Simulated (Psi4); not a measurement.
# BLYP/cc-pVDZ run of C3H7F (2-fluoropropane)

Aim: the energy change on altering one bond length of C3H7F (2-fluoropropane) at BLYP/cc-pVDZ, from 2 runs. 

Program for the calculation: Psi4 1.11.

## 1. The structure to begin with

The species is C3H7F (11 atoms), meant as a singlet with charge 0. SMILES: `CC(C)F`. The shape is that of a PBE0-D4/def2-TZVP optimisation.

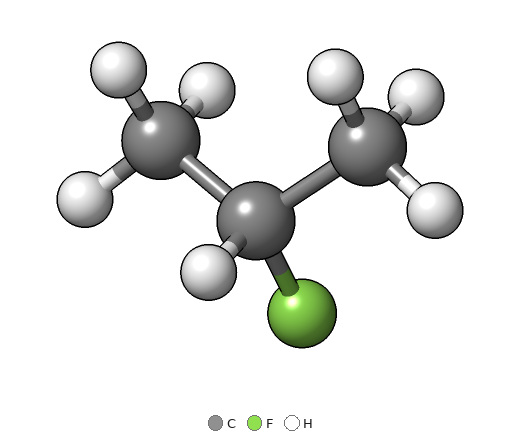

Viewed from a chosen angle; carbon grey, fluorine green, hydrogen white.

## 2. The energy at BLYP/cc-pVDZ

File calc.py:

```python
import psi4

psi4.set_memory('1600 MB')
psi4.set_num_threads(1)
psi4.core.set_output_file('psi4.out', False)

m = psi4.geometry("""
C     -0.44314078     1.97495277    -1.32847747
C     -0.90631265    -0.57939003    -0.15363473
C      1.18372444    -1.44790816     1.57735440
F     -1.16048081    -2.34779574    -2.09457244
H     -1.96890565     2.46306903    -2.62671931
H     -0.34128454     3.42815216     0.13417055
H      1.33735918     1.97268510    -2.37349601
H     -2.71478055    -0.58052387     0.85736874
H      2.98293269    -1.49042699     0.56578400
H      0.78858271    -3.33857914     2.29904080
H      1.36589404    -0.16176056     3.18192085
units au
symmetry c1
no_reorient
no_com
""")

options = {'reference': 'rks', 'puream': True, 'e_convergence': 1e-09, 'd_convergence': 1e-08, 'scf_type': 'pk', 'dft_radial_points': 99, 'dft_spherical_points': 590}
psi4.set_options(options)

e, wfn = psi4.energy("blyp/cc-pVDZ", molecule=m, return_wfn=True)
psi4.oeprop(wfn, "MULLIKEN_CHARGES", "WIBERG_LOWDIN_INDICES", "DIPOLE")
print(f'blyp/cc-pVDZ energy: {e:.10f} Eh')
```

The run is started by

```sh
$ python calc.py
```

psi4.out, cut to the lines that bear on the results:

```text
[...]
  Running in c1 symmetry.
[...]
  Nuclear repulsion =  133.058599243021121
[...]
  Multiplicity = 1
[...]
  Nalpha       = 17
  Nbeta        = 17
[...]
    Number of basis functions: 91
[...]
   @RKS iter   1:  -217.79059551196170   -3.41315e-02   1.05265e-02 DIIS/ADIIS
[...]
   @RKS iter  11:  -218.28742192613637   -1.14539e-11   8.37544e-09 DIIS
[...]
    Orbital Energies [Eh]
    ---------------------
    Doubly Occupied:
       1A    -24.262989     2A     -9.988576     3A     -9.917386
       4A     -9.917360     5A     -1.059916     6A     -0.704451
       7A     -0.623320     8A     -0.524145     9A     -0.437190
      10A     -0.406897    11A     -0.391142    12A     -0.344581
      13A     -0.343065    14A     -0.328343    15A     -0.318366
      16A     -0.263721    17A     -0.260470
[...]
  @RKS Final Energy:  -218.28742192613637
   => Energetics <=
    Nuclear Repulsion Energy =            133.0585992430211206
    One-Electron Energy =                -561.4540826488263292
    Two-Electron Energy =                 239.4142501956633282
    DFT Exchange-Correlation Energy =     -29.3061887159945265
    Empirical Dispersion Energy =           0.0000000000000000
    VV10 Nonlocal Energy =                  0.0000000000000000
    Total Energy =                       -218.2874219261363749
[...]
 Multipole Moments:
 ------------------------------------------------------------------------------------
     Multipole            Electronic (a.u.)      Nuclear  (a.u.)        Total (a.u.)
 ------------------------------------------------------------------------------------
 L = 1.  Multiply by 2.5417464519 to convert [e a0] to [Debye]
 Dipole X            :         10.0851882           -9.9889033            0.0962849
 Dipole Y            :         19.5728627          -19.1516185            0.4212443
 Dipole Z            :         16.6839951          -16.2416291            0.4423660
 Magnitude           :                                                    0.6183892
[...]
  Mulliken Charges: (a.u.)
   Center  Symbol    Alpha    Beta     Spin     Total
       1     C     2.97242  2.97242  0.00000  0.05515
       2     C     2.94145  2.94145  0.00000  0.11709
       3     C     2.97242  2.97242  0.00000  0.05515
       4     F     4.61087  4.61087  0.00000 -0.22175
       5     H     0.49719  0.49719  0.00000  0.00563
       6     H     0.50042  0.50042  0.00000 -0.00084
       7     H     0.49679  0.49679  0.00000  0.00642
       8     H     0.51405  0.51405  0.00000 -0.02809
       9     H     0.49679  0.49679  0.00000  0.00642
      10     H     0.49719  0.49719  0.00000  0.00563
      11     H     0.50041  0.50041  0.00000 -0.00082
[...]
```

Standard output:

```text
blyp/cc-pVDZ energy: -218.2874219261 Eh
```

It took 15 s on 1 thread of AMD EPYC 9R45 (Zen 5), shared host; peak memory 0.89 GiB.

## 3. The distorted shape: energy and gradient at BLYP/cc-pVDZ

File calc.inp:

```
memory 1600 MB

molecule system {
  0 1
  C
  C 1 1.507872
  C 2 1.507821 1 113.85887
  F 2 1.395975 3 108.25902 1 120.43626
  H 1 1.091138 2 110.58045 4 56.8664
  H 1 1.092402 5 108.41938 2 -121.0406
  H 1 1.2564 5 108.64619 6 -117.70059
  H 2 1.096392 4 105.93567 1 118.06034
  H 3 1.092496 2 110.3566 8 178.72969
  H 3 1.091133 9 108.63987 2 121.39149
  H 3 1.092465 10 108.42862 9 -117.69456
  symmetry c1
  no_reorient
  no_com
}

set {
  basis cc-pVDZ
  puream true
  e_convergence 1e-09
  d_convergence 1e-08
  scf_type pk
  dft_radial_points 99
  dft_spherical_points 590
}

energy_value, wavefunction = gradient('blyp', return_wfn=True)
oeprop(wavefunction, 'WIBERG_LOWDIN_INDICES', 'QUADRUPOLE', 'DIPOLE', title='BLYP')
```

The run is started by

```sh
$ psi4 -n 1 calc.inp calc.out
```

calc.out, cut to the lines that bear on the results:

```text
[...]
  Running in c1 symmetry.
[...]
  Nuclear repulsion =  132.459212807297860
[...]
  Multiplicity = 1
[...]
  Nalpha       = 17
  Nbeta        = 17
[...]
    Number of basis functions: 91
[...]
   @RKS iter   1:  -217.78289307746149   -6.57699e-02   1.04572e-02 DIIS/ADIIS
[...]
   @RKS iter  12:  -218.27833473704854   -2.64322e-12   4.64411e-09 DIIS
[...]
    Orbital Energies [Eh]
    ---------------------
    Doubly Occupied:
       1A    -24.263575     2A     -9.990582     3A     -9.931481
       4A     -9.917711     5A     -1.060509     6A     -0.703330
       7A     -0.619569     8A     -0.521220     9A     -0.436612
      10A     -0.407898    11A     -0.390587    12A     -0.345511
      13A     -0.337236    14A     -0.321023    15A     -0.315972
      16A     -0.264606    17A     -0.261152
[...]
  @RKS Final Energy:  -218.27833473704854
   => Energetics <=
    Nuclear Repulsion Energy =            132.4592128072978596
    One-Electron Energy =                -560.2785327431920450
    Two-Electron Energy =                 238.7968261347387511
    DFT Exchange-Correlation Energy =     -29.2558409358930653
    Empirical Dispersion Energy =           0.0000000000000000
    VV10 Nonlocal Energy =                  0.0000000000000000
    Total Energy =                       -218.2783347370485387
[...]
  -Total Gradient:
     Atom            X                  Y                   Z
    ------   -----------------  -----------------  -----------------
       1        0.045957628646     0.031093774460     0.020893756542
       2       -0.000029014584     0.004746663509     0.003365953586
       3       -0.001892390746     0.000954063867    -0.000711408976
       4        0.016568450299    -0.010317809127    -0.007008234367
       5        0.003040772588    -0.008917762765     0.005385325771
       6       -0.007121249358     0.006112696529     0.005900913477
       7       -0.045915328851    -0.029960351486    -0.019463922088
       8       -0.010672736258    -0.005702631348    -0.002730620482
       9        0.008512245506     0.005854628283     0.003202677554
      10        0.000514545318    -0.000164046116    -0.011005451033
      11       -0.008963170185     0.006309500688     0.002176964536
[...]
```

Run time: 20 s. Hardware: 1 thread of AMD EPYC 9R45 (Zen 5), shared host; peak memory 0.89 GiB.

## 4. Summary of results

At BLYP/cc-pVDZ:

| quantity | value |
| --- | --- |
| first shape: total energy | -218.28742 Eh |
| first shape: dipole moment | 1.57 D |
| first shape: HOMO energy | -7.09 eV |
| first shape: LUMO energy | 1.08 eV |
| first shape: HOMO–LUMO gap | 8.16 eV |
| distorted shape: total energy | -218.27833 Eh |
| distorted shape: dipole moment | 1.59 D |
| distorted shape: HOMO energy | -7.11 eV |
| distorted shape: LUMO energy | 0.99 eV |
| distorted shape: HOMO–LUMO gap | 8.09 eV |
| distorted shape: largest force on an atom | 3.049 eV/Å |
| energy change with the C1–H7 bond stretched from 1.092 to 1.256 Å | 0.247 eV |

What this shows: With the C1–H7 bond stretched from 1.092 to 1.256 Å the energy rises by 0.25 eV (23.9 kJ/mol). The first shape isn't relaxed at this level, so the change isn't measured from a minimum. Mulliken charges (first shape) run from -0.22 on F4 to +0.12 on C2.
